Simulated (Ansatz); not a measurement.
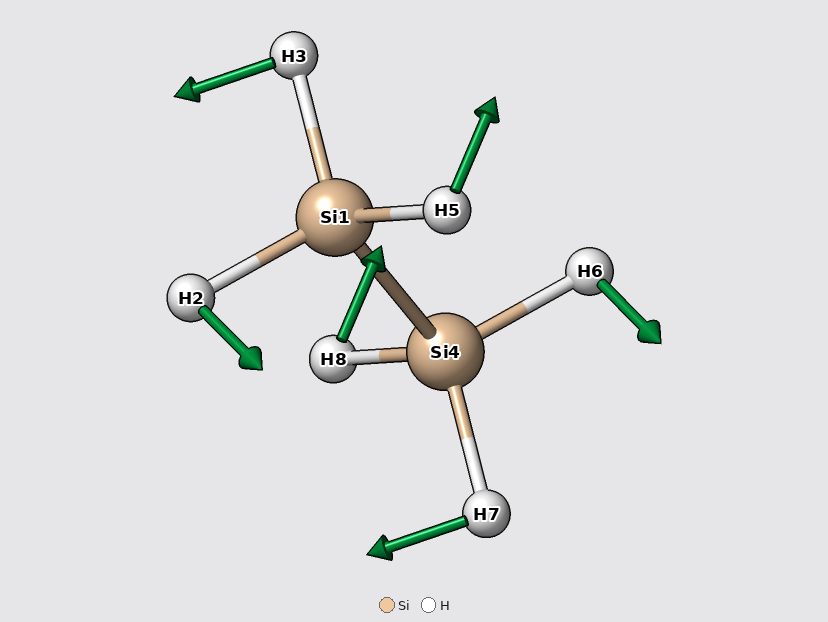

The arrows show one normal mode. Harmonic vibrations computed with RKS PBE0-D4/def2-TZVP (Ansatz 0.2.0) at a stationary point of the same level.

> Describe the motion.

A torsion or out-of-plane motion in which bond lengths and bond angles hardly change.

> At what wavenumber does it lie?

135 cm⁻¹; it is mode 1 of 18 counted from the lowest.
